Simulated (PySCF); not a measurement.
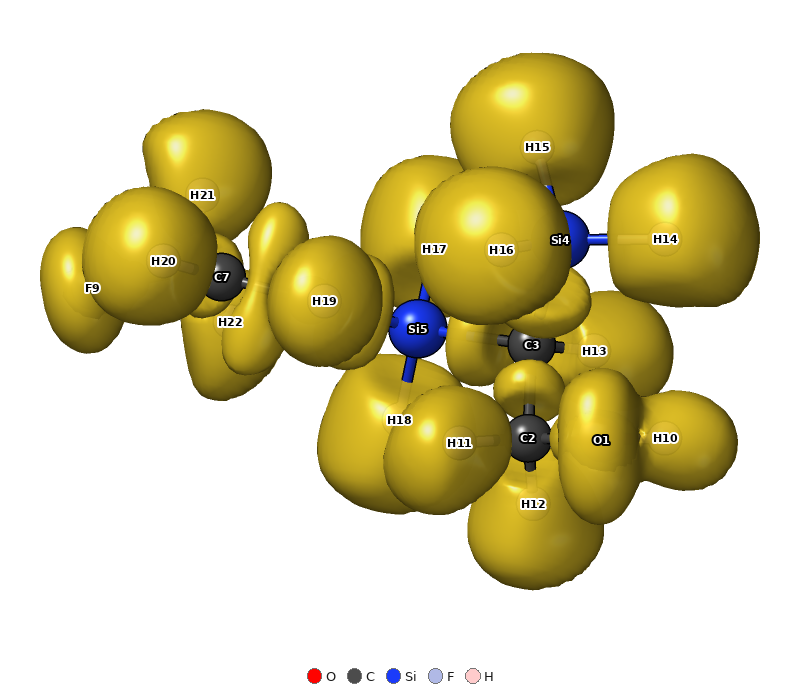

Figure. C5H13FOSi2 (SMILES OC[C@H]([SiH3])[SiH2]/C=C\CF). Isosurface of the electron localisation function at 0.75 (yellow), seen at a tilt. Core shells and regions of very low density are left out.

Geometry: GFN2-xTB.

The calculation used PBE0/pcSseg-1, SCF density, gas phase, non-relativistic (PySCF 2.14.0).

```
atom    x (Å)    y (Å)    z (Å)
   O  -3.2184   0.7783  -1.2652
   C  -1.9665   0.1314  -1.3498
   C  -1.5498  -0.4492  -0.0047
  Si  -2.0520   0.8253   1.3343
  Si   0.2705  -0.9920   0.0009
   C   1.3597   0.5419  -0.0452
   C   2.6817   0.5530   0.0518
   C   3.5264  -0.6658   0.2228
   F   4.7858  -0.4607  -0.2915
   H  -3.8824   0.1249  -1.0199
   H  -1.2687   0.9105  -1.6655
   H  -1.9854  -0.6413  -2.1320
   H  -2.1471  -1.3521   0.1671
   H  -3.4907   0.7477   1.6027
   H  -1.3386   0.4874   2.5711
   H  -1.6868   2.1715   0.9031
   H   0.5335  -1.7897   1.2068
   H   0.5365  -1.8400  -1.1749
   H   0.8620   1.4990  -0.1369
   H   3.2504   1.4753   0.0252
   H   3.6654  -0.9006   1.2869
   H   3.1040  -1.5362  -0.2881
```

### Describe the localisation domains.

At this value the surface marks out three regions between bonded C–C atoms (shared pairs), one region between bonded C–Si atoms (shared pairs), twelve regions around hydrogen nuclei, one region on C in which the atom's valence shell and bonds are merged, one region on F in which the atom's valence shell and bonds are merged and one joined region spread over several atoms (H, O), in which their bonds and any lone pairs are merged.

Values along the shortest contacts:
C–C (1.33 Å): the ELF peaks at about 0.90 between the atoms (a short, multiple covalent bond). C–F (1.38 Å): the ELF peaks at about 0.85 between the atoms: a shared but strongly polarised pair.
